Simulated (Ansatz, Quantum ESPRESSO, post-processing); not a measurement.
# 1T-SrBrI, 1 layer: response to a perpendicular field, part 5 of 6

Wanted: polarisability and gap of 1T-SrBrI, 1 layer against a perpendicular field.

Quantum ESPRESSO 7.5; plane-wave DFT, vdW-DF-cx, GBRV ultrasoft pseudopotentials made under PBE; geometry and cross-check by Ansatz 0.2.0 with PAW datasets.

So far. Step 11 (SCF with pw.x: field 0.3 V/Å): The dipole goes from 0.0363 to 0.1803 e Å, 0.4800 e Å per V/Å. Step 12 (Potential by pp.x): The slope in the vacuum is 0.300 eV/Å for an applied 0.30 V/Å, as it should be.

## 13. Bands along a path: field 0.3 V/Å

f3.bands.in

```
&control
  prefix = 'f3.bands'
  outdir = './out'
  pseudo_dir = './pseudo'
  calculation = 'bands'
  tefield = .true.
  dipfield = .true.
/
&system
  ibrav = 0
  nat = 3
  ntyp = 3
  ecutwfc = 40
  ecutrho = 200
  input_dft = 'vdw-df-cx'
  occupations = 'smearing'
  smearing = 'fd'
  degauss = 0.004
  edir = 3
  emaxpos = 0.97
  eopreg = 0.04
  eamp = 0.00583407
  nbnd = 18
/
&electrons
  conv_thr = 1e-07
  mixing_beta = 0.4
  electron_maxstep = 120
  mixing_mode = 'local-TF'
/
ATOMIC_SPECIES
  I   126.9045  i_pbe_v1.uspp.F.UPF
  Sr  87.6200  sr_pbe_v1.uspp.F.UPF
  Br  79.9040  br_pbe_v1.4.uspp.F.UPF
CELL_PARAMETERS angstrom
  4.70785471547498 0.00000000000000 0.00000000000000
  -2.35392735773749 4.07712178092769 -0.00000000000000
  0.00000000000000 0.00000000000000 20.79047071930000
ATOMIC_POSITIONS crystal
  I   0.666666666667 0.333333333333 0.418771664607
  Sr  0.000000000000 -0.000000000000 0.508472997605
  Br  0.333333333333 0.666666666667 0.580392161288
K_POINTS crystal_b
4
  0.0000000000 0.0000000000 0.0000000000 14
  0.5000000000 0.0000000000 0.0000000000 14
  0.3333333333 0.3333333333 0.0000000000 14
  0.0000000000 0.0000000000 0.0000000000 1
```

Started as:

```console
$ cp -r out/f3.save out/f3.bands.save
$ cp out/f3.xml out/f3.bands.xml
$ OMP_NUM_THREADS=1 mpirun -n 4 pw.x -nk 4 -in f3.bands.in > f3.bands.out
```

Numbers of over 12 decimals in the logs are rounded to 6 here.

The program printed:

```text
[banner, memory and clock lines left out]
Program PWSCF v.7.5 starts
[citation notice left out]

[...]
bravais-lattice index     =            0
     lattice parameter (alat)  =       8.8966  a.u.
     unit-cell volume          =    2693.0081 (a.u.)^3
     number of atoms/cell      =            3
     number of atomic types    =            3
     number of electrons       =        24.00
     number of Kohn-Sham states=           18
     kinetic-energy cutoff     =      40.0000  Ry
     charge density cutoff     =     200.0000  Ry
     Exchange-correlation= VDW-DF-CX
                           (   1   4  27   0   1   0   0)

[...]
PseudoPot. # 1 for I  read from file:
     ./pseudo/i_pbe_v1.uspp.F.UPF
     Pseudo is Ultrasoft + core correction, Zval =  7.0
     Generated by new atomic code, or converted to UPF format
     Using radial grid of  893 points,  6 beta functions with:
                l(1) =   0
                l(2) =   0
                l(3) =   1
                l(4) =   1
                l(5) =   2
                l(6) =   2
     Q(r) pseudized with  8 coefficients,  rinner =    1.500   1.500   1.500
                                                       1.500   1.500

     PseudoPot. # 2 for Sr read from file:
     ./pseudo/sr_pbe_v1.uspp.F.UPF
     Pseudo is Ultrasoft + core correction, Zval = 10.0
     Generated by new atomic code, or converted to UPF format
     Using radial grid of  883 points,  6 beta functions with:
                l(1) =   0
                l(2) =   0
                l(3) =   1
                l(4) =   1
                l(5) =   2
                l(6) =   2
     Q(r) pseudized with  6 coefficients,  rinner =    1.400   1.400   1.400
                                                       1.400   1.400

     PseudoPot. # 3 for Br read from file:
     ./pseudo/br_pbe_v1.4.uspp.F.UPF
     Pseudo is Ultrasoft + core correction, Zval =  7.0
     Generated by new atomic code, or converted to UPF format
     Using radial grid of  879 points,  6 beta functions with:
                l(1) =   0
                l(2) =   0
                l(3) =   1
                l(4) =   1
                l(5) =   2
                l(6) =   2
     Q(r) pseudized with  8 coefficients,  rinner =    1.100   1.100   1.100
                                                       1.100   1.100

     atomic species   valence    mass     pseudopotential
     I                 7.00   126.90450     I ( 1.00)
     Sr               10.00    87.62000     Sr( 1.00)
     Br                7.00    79.90400     Br( 1.00)

     No symmetry found

[...]
number of k points=    43  Fermi-Dirac smearing, width (Ry)=  0.0040
[...]
Dense  grid:   128271 G-vectors     FFT dimensions: (  45,  45, 180)

     Smooth grid:    91857 G-vectors     FFT dimensions: (  36,  36, 160)

     Check: negative core charge=   -0.000002

     The potential is recalculated from file :
     ./out/f3.bands.save/charge-density

     negative rho (up, down):  6.783E-02 0.000E+00

     %%%%%%%%%%%%%%%%%%%%%%%%%%%%%%%%%%%%%%%%%%%%%%%%%%%%%%%%%%%%%%%%%%%%%%%%
     %                                                                      %
     % You are using vdW-DF, which was implemented by the Thonhauser group. %
     % possible and the two reviews that describe the various versions:     %
     %                                                                      %
     %                                                                      %
     % If you are calculating stress with vdW-DF, please also cite:         %
     %                                                                      %
     %                                                                      %
     %%%%%%%%%%%%%%%%%%%%%%%%%%%%%%%%%%%%%%%%%%%%%%%%%%%%%%%%%%%%%%%%%%%%%%%%

     %%%%%%%%%%%%%%%%%%%%%%%%%%%%%%%%%%%%%%%%%%%%%%%%%%%%%%%%%%%%%%%%%%%%%%%%
     %                                                                      %
     %  vdW-DF NEWS:                                                        %
     %                                                                      %
     %  * vdW-DF3 is now available. DOI: 10.1021/acs.jctc.0c00471           %
     %    use with input_dft = 'vdW-DF3-opt1' or 'vdW-DF3-opt2'             %
     %                                                                      %
     %  * Unscreened and range-separated hybrid vdW-DF-cx functionals       %
     %    DOI: 10.1063/1.4986522 and 10.1088/1361-648X/ac2ad2               %
     %    use with input_dft = 'vdW-DF-cx0'    and 'vdW-DF-ahcx'            %
     %  * Unscreened and range-separated hybrid vdW-DF2-b86r functionals    %
     %    DOI: 10.1063/1.4986522 and DOI: 10.1103/PhysRevX.12.041003        %
     %    use with input_dft = 'vdW-DF2-br0' and 'vdW-DF2-ahbr'             %
     %                                                                      %
     %%%%%%%%%%%%%%%%%%%%%%%%%%%%%%%%%%%%%%%%%%%%%%%%%%%%%%%%%%%%%%%%%%%%%%%%

     Adding external electric field

     Computed dipole along edir(3) :
        Dipole                0.3407 Ry au,          0.8659 Debye
        Dipole field          0.0016 Ry au,

        E field amplitude [Ha a.u.]:  5.8341E-03
        Potential amp.        0.3202 Ry
        Total length         37.7168 bohr

     Starting wfcs are   21 randomized atomic wfcs

     Band Structure Calculation
     Davidson diagonalization with overlap

     ethr =  4.17E-10,  avg # of iterations = 51.6

     End of band structure calculation

          k = 0.0000 0.0000 0.0000 ( 11485 PWs)   bands (ev):

   -37.7894 -19.9012 -19.7841 -19.7841 -17.0708 -14.7062  -5.7705  -5.3336
    -5.3336  -4.4817  -4.2001  -4.2001   0.2961   0.6169   1.2908   1.2908
     1.4930   1.5558

          k = 0.0357 0.0206 0.0000 ( 11445 PWs)   bands (ev):

   -37.7894 -19.9006 -19.7861 -19.7844 -17.0694 -14.7050  -5.7667  -5.3418
    -5.3328  -4.4790  -4.2183  -4.2051   0.3185   0.6356   1.2634   1.3055
     1.5187   1.5553

[...]
```

The job ended after 1.8 min (4 MPI ranks of Arm Neoverse N1, shared host; peak memory 0.87 GiB; 6.9 min of CPU time).

Band numbers count within the set of bands kept for display. Electronic bands along the path, in eV, zero at the highest filled level of the SCF mesh; v1 is the highest filled band, c1 the lowest empty one:

```
point     v4     v3     v2     v1    c1    c2    c3    c4
    Γ  -1.13  -0.28   0.00   0.00  4.50  4.82  5.49  5.49
    M  -1.09  -0.70  -0.40  -0.34  4.71  6.28  6.45  6.71
    K  -1.18  -0.65  -0.65  -0.45  5.73  5.77  6.07  6.84
    Γ  -1.13  -0.28   0.00   0.00  4.50  4.82  5.49  5.49
```

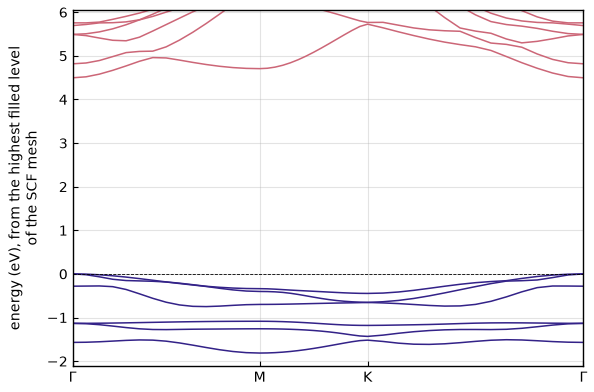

Electronic bands along the path; lines of filled and empty bands in two colours.

Upper empty bands that drop with the field can be states of the vacuum, held by the sawtooth; they depend on the cell's width.

Along this path the valence top lies at Γ and the conduction bottom at Γ.

## 14. Density by pp.x

plot_num = 0 writes the valence density.

f0.rho.in

```
&inputpp
  prefix = 'f0'
  outdir = './out'
  filplot = 'f0.rho.dat'
  plot_num = 0
/
```

Started as:

```console
$ OMP_NUM_THREADS=1 mpirun -n 4 pp.x -in f0.rho.in > f0.rho.out
```

The program printed:

```text
[banner, memory and clock lines left out]
Program POST-PROC v.7.5 starts

          URL

     ./out/f0.save/

     IMPORTANT: XC functional enforced from input :
     Exchange-correlation= VDW-DF-CX
                           (   1   4  27   0   1   0   0)
     Any further DFT definition will be discarded
     Please, verify this is what you really want

     Check: negative core charge=   -0.000002

     negative rho (up, down):  6.782E-02 0.000E+00

     %%%%%%%%%%%%%%%%%%%%%%%%%%%%%%%%%%%%%%%%%%%%%%%%%%%%%%%%%%%%%%%%%%%%%%%%
     %                                                                      %
     % You are using vdW-DF, which was implemented by the Thonhauser group. %
     % possible and the two reviews that describe the various versions:     %
     %                                                                      %
     %                                                                      %
     % If you are calculating stress with vdW-DF, please also cite:         %
     %                                                                      %
     %                                                                      %
     %%%%%%%%%%%%%%%%%%%%%%%%%%%%%%%%%%%%%%%%%%%%%%%%%%%%%%%%%%%%%%%%%%%%%%%%

     %%%%%%%%%%%%%%%%%%%%%%%%%%%%%%%%%%%%%%%%%%%%%%%%%%%%%%%%%%%%%%%%%%%%%%%%
     %                                                                      %
     %  vdW-DF NEWS:                                                        %
     %                                                                      %
     %  * vdW-DF3 is now available. DOI: 10.1021/acs.jctc.0c00471           %
     %    use with input_dft = 'vdW-DF3-opt1' or 'vdW-DF3-opt2'             %
     %                                                                      %
     %  * Unscreened and range-separated hybrid vdW-DF-cx functionals       %
     %    DOI: 10.1063/1.4986522 and 10.1088/1361-648X/ac2ad2               %
     %    use with input_dft = 'vdW-DF-cx0'    and 'vdW-DF-ahcx'            %
     %  * Unscreened and range-separated hybrid vdW-DF2-b86r functionals    %
     %    DOI: 10.1063/1.4986522 and DOI: 10.1103/PhysRevX.12.041003        %
     %    use with input_dft = 'vdW-DF2-br0' and 'vdW-DF2-ahbr'             %
     %                                                                      %
     %%%%%%%%%%%%%%%%%%%%%%%%%%%%%%%%%%%%%%%%%%%%%%%%%%%%%%%%%%%%%%%%%%%%%%%%

     Adding external electric field

     Computed dipole along edir(3) :
        Dipole                0.0685 Ry au,          0.1742 Debye
        Dipole field          0.0003 Ry au,

        Potential amp.       -0.0241 Ry
        Total length         37.7168 bohr

     Calling punch_plot, plot_num =   0
     Writing data to file  f0.rho.dat
     Message from routine chdens:
     namelist plot not found or invalid, exiting

Note: The following floating-point exceptions are signalling: IEEE_UNDERFLOW_FLAG
Note: The following floating-point exceptions are signalling: IEEE_UNDERFLOW_FLAG
Note: The following floating-point exceptions are signalling: IEEE_UNDERFLOW_FLAG
Note: The following floating-point exceptions are signalling: IEEE_UNDERFLOW_FLAG
```

Wall time 33 s (4 MPI ranks); peak memory 0.44 GiB; 2.1 min of CPU time.

This step gave:

- electrons by integration: 24.00 e

Mean over planes. The valence density, planar mean by z:

```
z (Å)  valence density, planar mean (e/Å³)
    4                               2.5e-6
    6                               7.3e-4
    8                                0.145
   10                                0.269
   12                                0.245
   14                              0.00412
   16                               1.1e-5
```

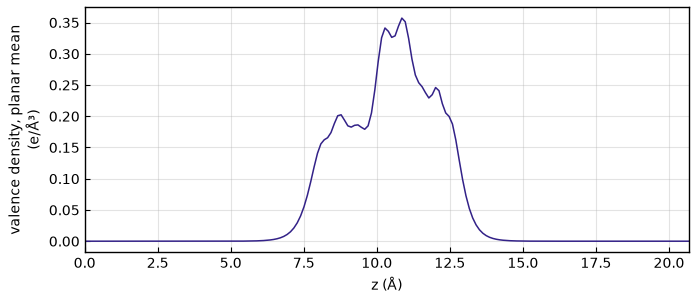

Valence density, planar mean, plotted against z.

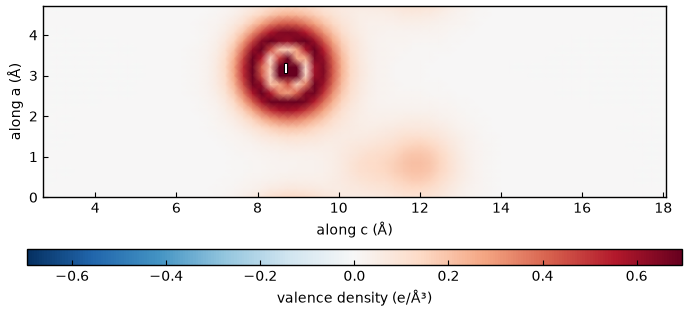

Valence density in the ca plane at fractional y = 0.333, with atoms of I within 0.2 Å of it. It is the smooth field of the valence electrons, not physical close to the nuclei. The far vacuum is left out of the map.

The density integrates to 24.000 electrons, as the 24 of the input ask.

## 15. Density by pp.x

f2.rho.in

```
&inputpp
  prefix = 'f2'
  outdir = './out'
  filplot = 'f2.rho.dat'
  plot_num = 0
/
```

Started as:

```console
$ OMP_NUM_THREADS=1 mpirun -n 4 pp.x -in f2.rho.in > f2.rho.out
```

Run time: 34 s. Hardware: 4 MPI ranks; peak memory 0.26 GiB.

## 16. Charge moved by a field of 0.2 V/Å

Numbers from this step:

| Item | Value |
| --- | --- |
| largest charge moved across a plane | 9.56e-4 e/Å² |
| dipole step | -0.9048 eV |

Planar mean against z:

```
z (Å)  planar mean (e/Å³)
    2              1.2e-8
    4              1.0e-6
    6              6.8e-5
    8              4.4e-4
   10             -2.3e-4
   12             -8.6e-5
   14             -1.8e-4
   16             -2.4e-6
   18             -1.6e-8
```

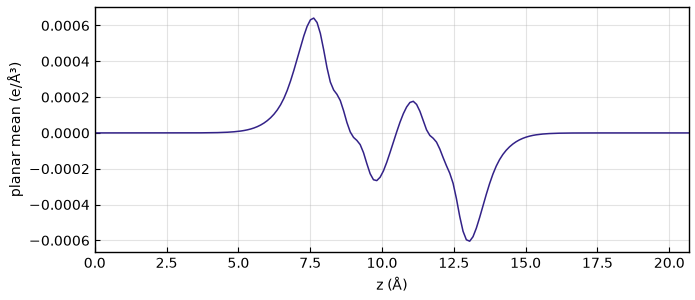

Planar mean against z.

Table of running integral, electrons below z by z:

```
z (Å)  running integral, electrons below z (e/Å²)
    2                                      5.9e-9
    4                                      5.2e-7
    6                                      3.8e-5
    8                                      8.0e-4
   10                                      7.8e-4
   12                                      8.3e-4
   14                                      8.0e-5
   16                                      8.3e-7
   18                                      5.7e-9
```

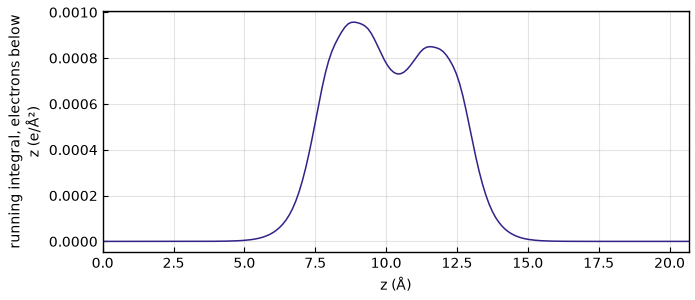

Running integral, electrons below z, plotted against z.

## 17. Polarisability from the dipole between 0 and 0.1 V/A

This step gave:

| Quantity | Value |
| --- | --- |
| change of slope in the vacuum | 0.10000 eV/Å |
| polarisability a cell | 6.901 Å³ |
| sheet polarisability 4πα/A | 4.518 Å |

The change of the potential energy, second field less first by z:

```
z (Å)  change of the potential energy, second field less first (eV)
    0                                                        -0.389
    2                                                        -0.596
    4                                                        -0.396
    6                                                        -0.197
    8                                                       -0.0501
   10                                                       -0.0125
   12                                                        0.0445
   14                                                         0.156
   16                                                         0.352
   18                                                         0.552
   20                                                         0.752
```

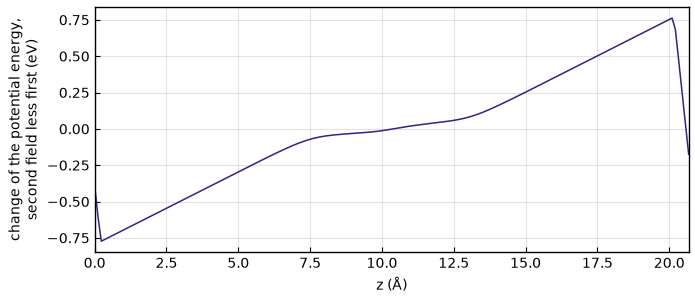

Change of the potential energy, second field less first against z.

## 18. Dipole against field

The dipole along the normal, dipole moment by applied field:

```
applied field (V/Å)  dipole along the normal, dipole moment (e·Å)
              0.000                                        0.0363
              0.100                                        0.0842
              0.200                                         0.132
              0.300                                         0.180
```

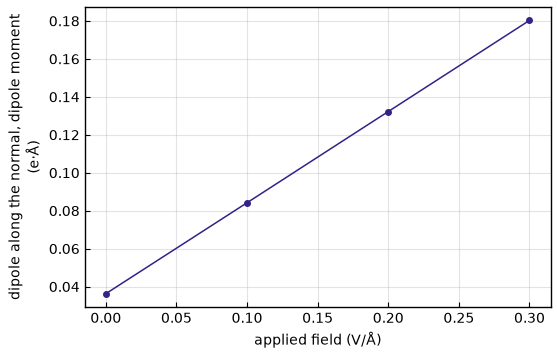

Dipole along the normal, dipole moment, plotted against applied field.

## 19. The same in Ansatz: field 0.1 V/Å

As a check, the same structure is run in Ansatz.

Level of this step: plane-wave DFT, PBE, Ansatz PAW (Ansatz 0.2.0).

input.yaml

```yaml
crystal:
  lattice:
    - [4.7078547155, 0.0, 0.0]
    - [-2.3539273577, 4.0771217809, 0.0]
    - [0.0, 0.0, 20.7904707193]
  atoms:
    - { symbol: I, position: [0.6666666667, 0.3333333333, 0.4187716646] }
    - { symbol: Sr, position: [0.0, 0.0, 0.5084729976] }
    - { symbol: Br, position: [0.3333333333, 0.6666666667, 0.5803921613] }
kpoints:
  mp_grid: { grid: [6, 6, 1] }
hamiltonian:
  xc: pbe
scf:
  occupations: { method: fermi_dirac, width: 0.054 }
  convergence: { dr2_threshold: 1.0e-09 }
efield:
  axis: 3
  dipole_correction: true
  ramp_position: 0.97
  ramp_width: 0.04
  amplitude: 0.1
output:
  write_potential: true
  write_density: true
  volumetric_format: npy
```

Started as:

```console
$ ansatz run input.yaml --threads 4 --pin off --max-ram 8192MiB --backend cpu --events-out ev --progress --plain --runs-dir out
```

The program printed:

```text
[...]
Crystal: 3 atoms, lattice volume = 399.063 Å³
Basis set: ecut = 420 eV, 7779 PW (Γ)
Bands: 21, of which v1, the nominal top of the filled ones, is band 17 counted from 1 (16 counted from 0)
Symmetry: 6 space group operations
[...]
k-points: 7 of 36 (time reversal used)
[...]
SCF iter  10: F=-13846.095024 eV  HF=-13846.095024 eV  |F-HF|=4.18e-11  |Δ(HF+E_count)|=  3.20e-10  Δρ=1.32e-7  dr2=8.58e-11  ethr=2.94e-12  p=0.082 e·Å  D=3.73e-2 V/Å  ΔV_dip=-0.78 eV  dr2_dipole=1.07e-12  V_vac-E_F(+/−)=5.17/4.03 eV  ⟨swp⟩=6.7  Hψ=544  notcnv=0
SCF 1 converged in 10 iterations: F = -13846.095024 eV  dr2 = 8.58e-11
[...]
SCF converged after 10 iterations
Free energy (F): -13846.095024 eV
[...]
Internal energy: -13846.095024 eV  (E = F + TS)
E sigma→0 (E₀):  -13846.095024 eV
Fermi energy:    -1.604701 eV
Dipole field:    D = 0.037333 V/Å  (p = 0.082333 e·Å, saw-weighted, corrected)
Work function:   not extracted (applied field tilts the vacuum); planar V_es + V_field profile in the machine report
[...]
--- Band table (eV; the first three rows and the last of 7) ---
  k-point 0: bands = [... 13 lower, -5.1422, -4.2005, -3.8798, -3.8798, 0.6417, 1.5156, 1.5156, 1.7358]
  k-point 1: bands = [... 13 lower, -5.1309, -4.3065, -4.0724, -3.9732, 1.0423, 1.3936, 1.8111, 1.9890]
  k-point 2: bands = [... 13 lower, -5.1150, -4.6576, -4.1677, -4.1360, 0.8396, 2.0583, 2.2687, 2.4585]
  k-point 6: bands = [... 13 lower, -5.1467, -4.5983, -4.5573, -4.3163, 1.7370, 1.7700, 2.1036, 2.9745]
```

Elapsed: 7.5 s, on 4 threads; peak memory 0.57 GiB.

Numbers from this step:

* free energy: -13846.0950 eV
* Fermi energy: -1.605 eV
* gap by band count: 4.522 eV
* dipole along the normal: 0.08233 e·Å

At 0.1 V/Å Ansatz's dipole is 0.0823 e Å against 0.0842 from pw.x, under another functional.

## 20. The same in Ansatz: field -0.1 V/Å

input.yaml, as its differences from the input of step 19:

```diff
@@ -21,3 +21,3 @@
   ramp_width: 0.04
-  amplitude: 0.1
+  amplitude: -0.1
 output:
```

The program printed:

```text
[...]
Crystal: 3 atoms, lattice volume = 399.063 Å³
Basis set: ecut = 420 eV, 7779 PW (Γ)
Bands: 21, of which v1, the nominal top of the filled ones, is band 17 counted from 1 (16 counted from 0)
Symmetry: 6 space group operations
[...]
k-points: 7 of 36 (time reversal used)
[...]
--- Band table (eV; the first three rows and the last of 7) ---
  k-point 0: bands = [... 13 lower, -5.2265, -4.1809, -3.8290, -3.8290, 0.5757, 1.4987, 1.4987, 1.7178]
  k-point 1: bands = [... 13 lower, -5.2181, -4.2553, -4.0475, -3.9196, 0.9814, 1.3318, 1.7937, 1.9732]
  k-point 2: bands = [... 13 lower, -5.2082, -4.6214, -4.1331, -4.0766, 0.8220, 1.9857, 2.2082, 2.4406]
  k-point 6: bands = [... 13 lower, -5.1998, -4.5863, -4.5159, -4.2506, 1.7128, 1.7358, 2.0934, 2.9870]
[key lines of the parts left out:]
SCF converged after 9 iterations
Free energy (F): -13846.088136 eV
Fermi energy:    -1.602781 eV
Dipole field:    D = -0.006100 V/Å  (p = -0.013452 e·Å, saw-weighted, corrected)
```

It took 5.7 s on 4 threads; peak memory 0.57 GiB.

This step gave:

| Property | Result |
| --- | --- |
| free energy | -13846.0881 eV |
| Fermi energy | -1.603 eV |
| gap by band count | 4.405 eV |
| dipole along the normal | -0.01345 e·Å |

## 21. Dipole against field, Ansatz

The dipole along the normal, dipole moment by applied field:

```
applied field (V/Å)  dipole along the normal, dipole moment (e·Å)
            -0.1000                                       -0.0135
             0.0000                                        0.0344
             0.1000                                        0.0823
```

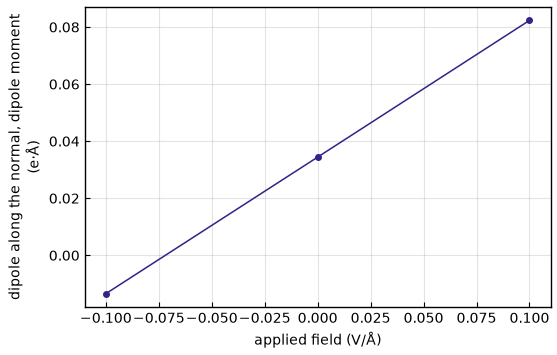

Dipole along the normal, dipole moment against applied field.

(Continued in part 6 of 6.)

[Logs are printed without paths, hosts, clocks, repeated set-up lines and the standing remarks that a program may print on its own settings, such as how far it seeks lower states.]

[Hosts, paths, dates, database ids (printed as entryN), source tags and the programs' standing remarks are cut or masked in the printed files.]

[Maps of the electrostatic potential energy from Ansatz leave out the sawtooth potential of an applied field or a dipole correction, so their vacuum need not be flat; planar profiles and work functions include it.]
